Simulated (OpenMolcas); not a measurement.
# [OF2]+ (SMILES F[O+]F) at UX3LYP/def2-TZVPD

Aim: the vertical ionisation energy of [OF2]+ at UX3LYP/def2-TZVPD, from 2 runs. 

Program for the calculation: OpenMolcas 26.06.

### 1 The structure to begin with

The species is [OF2]+ (3 atoms), meant as a doublet with charge +1. SMILES: `F[O+]F`. Geometry: relaxed at GFN2-xTB.

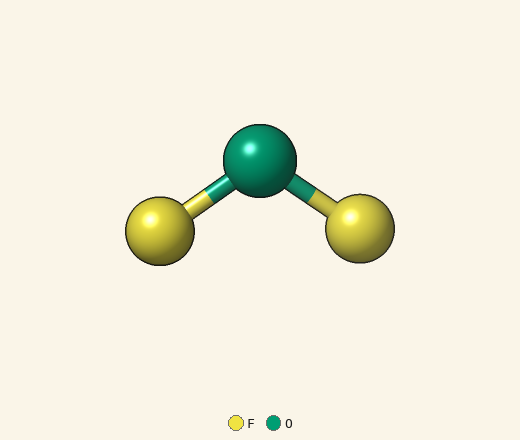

The structure, seen from a chosen angle (fluorine yellow, oxygen teal).

### 2 Energy and forces at UX3LYP/def2-TZVPD

Input file geom.xyz:

```xyz
3

F      0.928320    -0.299370     0.478940
O      0.000600     0.484920     0.053430
F     -0.928920    -0.185540    -0.532380
```

Input file job.input:

```
&GATEWAY
 BasLib=$CurrDir
 Coord=geom.xyz
 Basis=def2-TZVPD
 Group=NoSym

&SEWARD
 GridInput
 Grid=SG1Grid
 End of Grid

&SCF
 UHF
 Charge=1
 Spin=2
 KSDFT=HYB_GGA_XC_X3LYP
 PrOrbitals=0

&ALASKA
```

The basis set def2-TZVPD is read from a file made from the Basis Set Exchange's data (not shown).

Run with:

```console
export MOLCAS_MEM=1860
pymolcas job.input > job.log
```

Log:

```text
--- Start Module: gateway ---
[...]
--- Stop Module: gateway /rc=_RC_ALL_IS_WELL_ ---
[...]
      Basis functions          120
[...]
--- Start Module: scf ---
[...]
       Convergence after  18 Iterations
[...]
::    Total KS-DFT energy                            -274.2284792734
[...]
      Total spin, S                                     0.5016823016
[...]
      Total electronic charge=   25.000000
      Total            charge=    1.000000
[...]
      Dipole Moment (debye):
      Origin of the operator (angstrom)=   -0.0000   -0.0270   -0.0030
                   X=  4.4120E-04               Y=  4.8226E-01               Z=  5.3055E-02           Total=  4.8517E-01
      Center of Charge (angstrom)
[...]
--- Stop Module: scf /rc=_RC_ALL_IS_WELL_ ---
[...]
--- Start Module: alaska ---
[...]
 *              Molecular gradients               *
 **************************************************
  Irreducible representation: a
 ------------------------------------------------------------------------------------------
                              X                       Y                       Z
 ------------------------------------------------------------------------------------------
  F1               -1.44773012037884E-02    2.07422391951093E-02   -5.70901515399402E-03
  O2               -7.53080297858297E-05   -3.97256517308566E-02   -4.39181691779988E-03
  F3                1.45526092335881E-02    1.89834125357358E-02    1.01008320717551E-02
 ------------------------------------------------------------------------------------------
--- Stop Module: alaska /rc=_RC_ALL_IS_WELL_ ---
[...]
```

Wall time 30 s (1 thread of Arm Neoverse V1, shared host); peak memory 0.76 GiB.

### 3 Singlet [OF2]2+ at the same level

geom.xyz is that of step 2.

Input file job.inp:

```
>>> EXPORT MOLCAS_PRINT=2

&GATEWAY
  BasLib=$CurrDir
  Coord=geom.xyz
  Basis=def2-TZVPD
  Group=NoSym

&SEWARD
  GridInput
  Grid=SG1Grid
  End of Grid

&SCF
  Charge=2
  KSDFT=HYB_GGA_XC_X3LYP
  PrOrbitals=0

&ALASKA
```

The basis set def2-TZVPD is read from a file made from the Basis Set Exchange's data (not shown).

Run with:

```console
export MOLCAS_MEM=1860
pymolcas job.inp > job.log
```

Log:

```text
--- Start Module: gateway ---
[...]
--- Stop Module: gateway /rc=_RC_ALL_IS_WELL_ ---
[...]
      Basis functions          120
[...]
--- Start Module: scf ---
[...]
       Convergence after  18 Iterations
[...]
::    Total KS-DFT energy                            -273.3034254805
[...]
      Total spin, S                                     0.0000000000
[...]
      Total electronic charge=   24.000000
      Total            charge=    2.000000
[...]
      Dipole Moment (debye):
      Origin of the operator (angstrom)=   -0.0000   -0.0270   -0.0030
                   X=  5.8722E-04               Y=  5.5241E-01               Z=  6.0817E-02           Total=  5.5574E-01
      Center of Charge (angstrom)
[...]
--- Stop Module: scf /rc=_RC_ALL_IS_WELL_ ---
[...]
--- Start Module: alaska ---
[...]
 *              Molecular gradients               *
 **************************************************
  Irreducible representation: a
 ------------------------------------------------------------------------------------------
                              X                       Y                       Z
 ------------------------------------------------------------------------------------------
  F1                1.64924756919369E-02   -1.79808207051586E-02    7.12225969206592E-03
  O2                2.59548655661343E-05    3.39259471046436E-02    3.72949340920381E-03
  F3               -1.65184305574932E-02   -1.59451263995454E-02   -1.08517531012975E-02
 ------------------------------------------------------------------------------------------
--- Stop Module: alaska /rc=_RC_ALL_IS_WELL_ ---
[...]
```

Run time: 27 s. Hardware: 1 thread of Arm Neoverse V1, shared host; peak memory 0.76 GiB.

### 4 Outcome

At UX3LYP/def2-TZVPD:

| quantity | value |
| --- | --- |
| doublet [OF2]+: total energy | -274.22848 Eh |
| doublet [OF2]+: HOMO energy (highest over α and β) | -21.15 eV |
| doublet [OF2]+: LUMO energy (lowest over α and β) | -16.17 eV |
| doublet [OF2]+: ⟨S²⟩ | 0.753 |
| doublet [OF2]+: largest force on an atom | 2.055 eV/Å |
| singlet [OF2]2+: total energy | -273.30343 Eh |
| singlet [OF2]2+: HOMO energy | -34.09 eV |
| singlet [OF2]2+: LUMO energy | -29.19 eV |
| singlet [OF2]2+: HOMO–LUMO gap | 4.90 eV |
| singlet [OF2]2+: largest force on an atom | 1.755 eV/Å |
| vertical ionisation energy (to the singlet dication) | 25.172 eV |

The vertical ionisation energy comes to 25.17 eV (580 kcal/mol). The largest force (doublet [OF2]+) is 2.06 eV/Å: the shape isn't a stationary point for this species at this level. Only the singlet of the ionised species was computed; a triplet could lie lower.
